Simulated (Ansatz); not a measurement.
# TiH (quartet): from Hartree-Fock to the top rungs at distance Ti1–H2 = 3.245 Å, def2-TZVP, part 2 of 2

Ansatz 0.2.0, Gaussian basis; def2-TZVP, core rule «outside noble gas», up to 9 orbitals frozen. Earlier steps stand in the parts before.

## (7) CCSDT(Q) on UHF

in.yaml

```yaml
crystal:
  periodic: [false, false, false]
  atoms:
    - {symbol: Ti, position_ang: [0.000000, 0.000000, 0.000000]}
    - {symbol: H, position_ang: [0.000000, 0.000000, 3.245000]}
basis:
  gaussian: {orbitals: def2-TZVP}
magnetization: {spin_polarized: true, initial_magnetization: 3}
correlation: {method: ccsdt_q, electrons: outside_noble_gas}
```

Command:

```console
ansatz run in.yaml --threads 1 --pin off --events-out ev --progress --plain --max-ram 2393MiB
```

Output, cut to the lines that bear on the results:

```text
Functional definition: HF
  name "HF"
  cite "Fock, Z. Phys. 61, 126 (1930) doi:10.1007/BF01340294"
  parent pbe
[...]
743 factors; integrals over basis functions are off by at most 2.2e-7 eV
[...]
mean field -23099.67240344 eV, -848.8973033061 hartree, gradient 8.8e-9 eV, S^2 3.893009; 38 other end points of the search recorded, 0 dependent functions left out
determinant -23099.67240344 eV, -848.8973033061 hartree, with singles and doubles -23100.98511350 eV, -848.9455445110 hartree
determinant -23099.66894451 eV, -848.8971761926 hartree, with singles and doubles -23100.97966316 eV, -848.9453442149 hartree
determinant -23099.65721571 eV, -848.8967451673 hartree, with singles and doubles -23100.95891537 eV, -848.9445817476 hartree
determinant -23099.38620371 eV, -848.8867856600 hartree, with singles and doubles -23100.82817554 eV, -848.9397771475 hartree
[...]
determinant -23099.65721571 eV, -848.8967451673 hartree, with singles and doubles -23100.96375927 eV, -848.9447597575 hartree
determinant -23099.38620371 eV, -848.8867856600 hartree, with singles and doubles -23100.89606784 eV, -848.9422721433 hartree
determinant -23099.33201499 eV, -848.8847942614 hartree, with singles and doubles -23100.86705994 eV, -848.9412061228 hartree
9 core orbitals not correlated: weight in the atoms' cores, before any rotation towards them, 1.000 or more for the frozen orbitals, at most 0.000 for the correlated occupied ones
reference -23099.67240344 eV, -848.8973033061 hartree; 4, 1 occupied and 38, 41 virtual orbitals, 743 factors
second order -0.86095287 eV of doubles, -0.00000000 eV of singles
cycle   1  -1.07391269 eV  change   -2.1e-1 eV  update   7.1e-2
[...]
cycle  53  -1.38022133 eV  change   -1.7e-7 eV  update   2.7e-7
perturbative correction -0.00138503 eV, -0.0000508991 hartree
Total energy: -23101.05400980 eV, -848.9480764035 hartree
```

It took 40 s on 1 thread of Arm Neoverse V2, shared host.

From the report: ⟨S²⟩ of the determinant 3.893 (pure quartet: 3.75); correlation -1.3816 eV; T1 0.050; largest double amplitude 0.11.

## (8) CASSCF and MRCISD+Q, 5 electrons in 5 orbitals

in.yaml

```yaml
crystal:
  periodic: [false, false, false]
  atoms:
    - {symbol: Ti, position_ang: [0.000000, 0.000000, 0.000000]}
    - {symbol: H, position_ang: [0.000000, 0.000000, 3.245000]}
basis:
  gaussian: {orbitals: def2-TZVP}
magnetization: {spin_polarized: false, initial_magnetization: 3}
correlation: {method: fic_mrcisd_q, electrons: outside_noble_gas, active_space: {window: {electrons: 5, orbitals: 5}}}
```

The command is unchanged.

Output, cut to the lines that bear on the results:

```text
Functional definition: HF
  name "HF"
  cite "Fock, Z. Phys. 61, 126 (1930) doi:10.1007/BF01340294"
  parent pbe
[...]
450 factors; integrals over basis functions are off by at most 3.9e-4 eV
[...]
mean field -23099.47134798 eV, -848.8899146543 hartree, gradient 2.8e-6 eV, S^2 3.750000; 22 other end points of the search recorded, 0 dependent functions left out
reference -23099.46724642 eV, -848.8897639246 hartree; 13, 10 occupied and 38, 41 virtual orbitals, 450 factors
state -23099.95081349 eV, -848.9075346867 hartree
contracted CI cycle   1: correlation 0.00000000 eV, 0.0000000000 hartree, residual 6.26e0 eV
contracted CI cycle   2: correlation -0.83345252 eV, -0.0306288151 hartree, residual 1.50e0 eV
contracted CI cycle   3: correlation -0.90630723 eV, -0.0333061763 hartree, residual 7.04e-1 eV
[...]
contracted CI cycle  13: correlation -0.92991035 eV, -0.0341735751 hartree, residual 2.99e-2 eV
contracted CI cycle  14: correlation -0.92995095 eV, -0.0341750669 hartree, residual 2.83e-2 eV
contracted CI cycle  15: correlation -0.92998761 eV, -0.0341764144 hartree, residual 2.52e-2 eV
contracted CI cycle  16: correlation -0.93000980 eV, -0.0341772297 hartree, residual 1.39e-2 eV
contracted CI cycle  17: correlation -0.93001684 eV, -0.0341774884 hartree, residual 8.77e-3 eV
contracted CI cycle  18: correlation -0.93001974 eV, -0.0341775952 hartree, residual 5.58e-3 eV
contracted CI cycle  19: correlation -0.93002077 eV, -0.0341776327 hartree, residual 3.24e-3 eV
contracted CI cycle  20: correlation -0.93002115 eV, -0.0341776469 hartree, residual 2.10e-3 eV
contracted CI cycle  21: correlation -0.93002128 eV, -0.0341776517 hartree, residual 1.12e-3 eV
state -23099.95081349 eV, -848.9075346867 hartree; corrected -23100.93541355 eV, -848.9437180715 hartree
Total energy: -23100.93541355 eV, -848.9437180715 hartree
```

It took 15 s on 1 thread of Arm Neoverse V2, shared host.

From the report: 17 determinants; active occupations 1.88, 1.00, 1.00, 1.00, 0.12.

## (9) CASSCF and NEVPT2, 5 electrons in 5 orbitals

in.yaml, as its differences from that of step 8:

```diff
@@ -8,2 +8,2 @@
 magnetization: {spin_polarized: false, initial_magnetization: 3}
-correlation: {method: fic_mrcisd_q, electrons: outside_noble_gas, active_space: {window: {electrons: 5, orbitals: 5}}}
+correlation: {method: sc_nevpt2, electrons: outside_noble_gas, active_space: {window: {electrons: 5, orbitals: 5}}}
```

Launched as before.

Output, cut to the lines that bear on the results:

```text
Functional definition: HF
  name "HF"
  cite "Fock, Z. Phys. 61, 126 (1930) doi:10.1007/BF01340294"
  parent pbe
[...]
450 factors; integrals over basis functions are off by at most 3.9e-4 eV
[...]
mean field -23099.47134798 eV, -848.8899146543 hartree, gradient 2.8e-6 eV, S^2 3.750000; 22 other end points of the search recorded, 0 dependent functions left out
reference -23099.46724642 eV, -848.8897639246 hartree; 13, 10 occupied and 38, 41 virtual orbitals, 450 factors
state -23099.95081349 eV, -848.9075346867 hartree
state -23099.95081349 eV, -848.9075346867 hartree; corrected -23100.52610069 eV, -848.9286761012 hartree
Total energy: -23100.52610069 eV, -848.9286761012 hartree
```

Run time: 14 s. Hardware: 1 thread of Arm Neoverse V2, shared host.

From the report: 17 determinants; active occupations 1.88, 1.00, 1.00, 1.00, 0.12.

## (10) Full CI

in.yaml, as its differences from that of step 9:

```diff
@@ -8,2 +8,2 @@
 magnetization: {spin_polarized: false, initial_magnetization: 3}
-correlation: {method: sc_nevpt2, electrons: outside_noble_gas, active_space: {window: {electrons: 5, orbitals: 5}}}
+correlation: {method: fci, electrons: outside_noble_gas}
```

The command is unchanged.

Output, cut to the lines that bear on the results:

```text
Functional definition: HF
  name "HF"
  cite "Fock, Z. Phys. 61, 126 (1930) doi:10.1007/BF01340294"
  parent pbe
[...]
743 factors; integrals over basis functions are off by at most 2.2e-7 eV
[...]
mean field -23099.47136100 eV, -848.8899151329 hartree, gradient 1.7e-8 eV, S^2 3.750000; 22 other end points of the search recorded, 0 dependent functions left out
[...]
determinant -23099.46725831 eV, -848.8897643617 hartree, with singles and doubles -23100.88739699 eV, -848.9419534956 hartree
determinant -23099.45454948 eV, -848.8892973206 hartree, with singles and doubles -23100.86969326 eV, -848.9413028953 hartree
determinant -23099.16839723 eV, -848.8787814195 hartree, with singles and doubles -23100.73585132 eV, -848.9363842949 hartree
determinant -23096.41634565 eV, -848.7776453893 hartree, with singles and doubles -23098.12440670 eV, -848.8404154753 hartree
determinant -23099.46725831 eV, -848.8897643617 hartree, with singles and doubles -23100.91026166 eV, -848.9427937566 hartree
determinant -23099.45454948 eV, -848.8892973206 hartree, with singles and doubles -23100.88927196 eV, -848.9420223994 hartree
determinant -23099.16839723 eV, -848.8787814195 hartree, with singles and doubles -23100.81035742 eV, -848.9391223436 hartree
9 core orbitals not correlated: weight in the atoms' cores, before any rotation towards them, 1.000 or more for the frozen orbitals, at most 0.000 for the correlated occupied ones
reference -23099.46725831 eV, -848.8897643617 hartree; 4, 1 occupied and 38, 41 virtual orbitals, 743 factors
state -23100.98113104 eV, -848.9453981583 hartree
Total energy: -23100.98113104 eV, -848.9453981583 hartree
```

It took 6.9 min on 1 thread of Arm Neoverse V2, shared host; peak memory 0.39 GiB.

From the report: 1,175,418 determinants, symmetry B2.

## (11) Natural occupations

Natural occupations of the FCI state about the gap (report; correlated orbitals 1 to 10): 1.844, 0.993, 0.966, 0.965, 0.071, 0.035, 0.034, 0.026, 0.025, 0.014. The count of effectively unpaired electrons, Σ n²(2 − n)², is 3.11; a single determinant of this spin has 3.

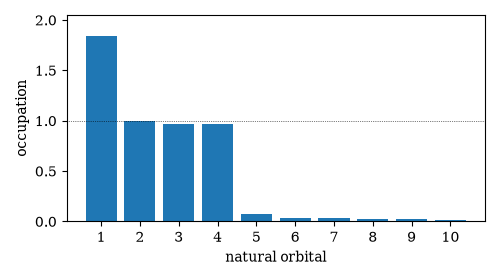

Natural occupations of the FCI state.

## (12) All levels against the top one

The yardstick is full CI for this spin, exact in this basis with these frozen cores. Rows without a time are mean-field rows or come out of runs for another level: lower rungs of the coupled-cluster runs, CASSCF and MRCISD of the multireference runs, or the Hartree-Fock search.

Differences are taken before rounding.

| method | energy from the lowest ROHF (kcal/mol) | from FCI (kcal/mol) | time |
| --- | --- | --- | --- |
| ROHF | 0.00 | +34.82 |  |
| UHF | -4.64 | +30.18 |  |
| RMP2 | -23.38 | +11.44 |  |
| UMP2 | -24.49 | +10.33 |  |
| CISD | -33.15 | +1.66 | 5.5 s |
| RCCSD | -33.32 | +1.50 |  |
| UCCSD | -35.06 | -0.25 |  |
| RCCSD(T) | -34.29 | +0.52 | 21 s |
| UCCSD(T) | -35.92 | -1.11 | 21 s |
| RCCSDT | -34.91 | -0.09 |  |
| UCCSDT | -36.47 | -1.65 |  |
| RCCSDT(Q) | -34.94 | -0.13 | 45 s |
| UCCSDT(Q) | -36.50 | -1.68 | 40 s |
| CASSCF pair | -11.06 | +23.76 |  |
| NEVPT2 pair | -24.32 | +10.49 | 14 s |
| MRCISD pair | -32.50 | +2.31 |  |
| MRCISD+Q pair | -33.76 | +1.05 | 15 s |
| FCI | -34.82 | 0 | 6.9 min |

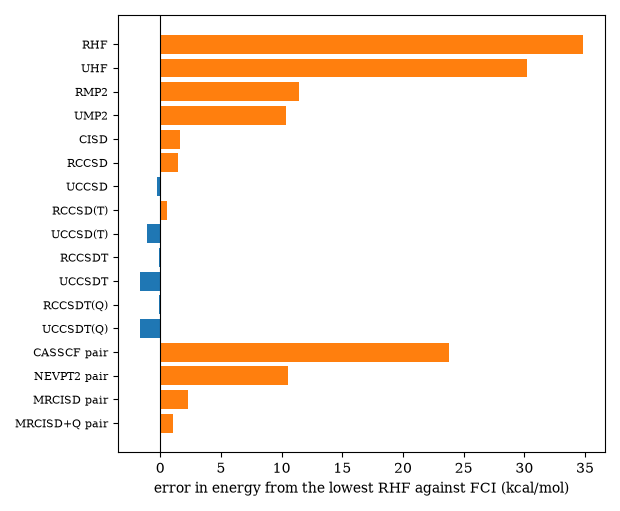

Error of each method against FCI.

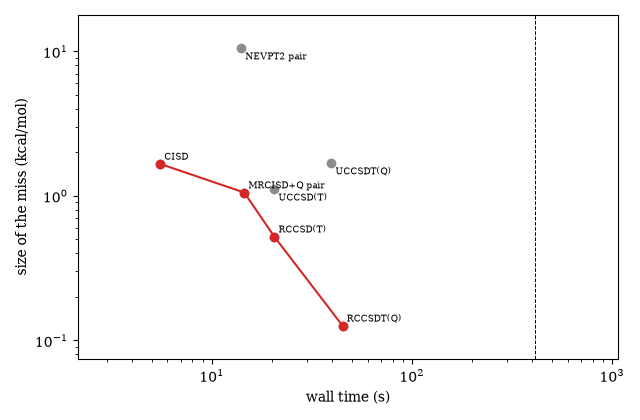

Accuracy for the time spent; red marks the levels that beat every quicker one drawn (of those quicker than the yardstick), and the dashed line is the time of FCI. Times are from a shared host.

## (13) Summary of results

What follows sums up all 2 parts.

| quantity | value |
| --- | --- |
| FCI from the ROHF energy | -1.5098 eV |
| RMP2 from FCI | +11.44 kcal/mol |
| UMP2 from FCI | +10.33 kcal/mol |
| RCCSD from FCI | +1.50 kcal/mol |
| RCCSD(T) from FCI | +0.52 kcal/mol |
| UCCSD(T) from FCI | -1.11 kcal/mol |
| RCCSDT(Q) from FCI | -0.13 kcal/mol |
| UCCSDT(Q) from FCI | -1.68 kcal/mol |
| NEVPT2 pair from FCI | +10.49 kcal/mol |
| MRCISD+Q pair from FCI | +1.05 kcal/mol |
| levels within 1 kcal/mol (43 meV) | UCCSD, RCCSD(T), RCCSDT, RCCSDT(Q) |
| T1 diagnostic | 0.070 |
| effectively unpaired electrons | 3.11 |

What this shows: RCCSD(T) misses by +0.52 kcal/mol, 1.5 % of the correlation energy. CCSD(T) misses by +0.52 kcal/mol on the restricted determinant and by -1.11 kcal/mol on the unrestricted one; the two need not hold the same state or core. UCCSD, UCCSD(T), RCCSDT, UCCSDT, RCCSDT(Q), UCCSDT(Q) fall below full CI: unrestricted runs freeze a spin-polarised core, another one than full CI's, and coupled cluster isn't variational. The occupations are near whole numbers, but T1 = 0.070 shows that the orbitals relax strongly. Of the multireference levels listed MRCISD+Q pair comes nearest in total energy (+1.05 kcal/mol), which doesn't show that its space is the better one. These misses are within one basis, not against nature; the frozen cores of restricted and unrestricted runs differ, which can shift their rows.

Levels on UHF freeze UHF's core orbitals, full CI those of ROHF, so the U rows can settle a little off it for that reason alone.

With open shells the CI space here admits some higher excitations, so it is larger than plain CISD.

RCCSDT(Q) reaches 0.13 kcal/mol from the reference in 45 s, where FCI took 6.9 min; the quickest level in the cost chart, CISD, takes 5.5 s and misses by 1.66 kcal/mol.
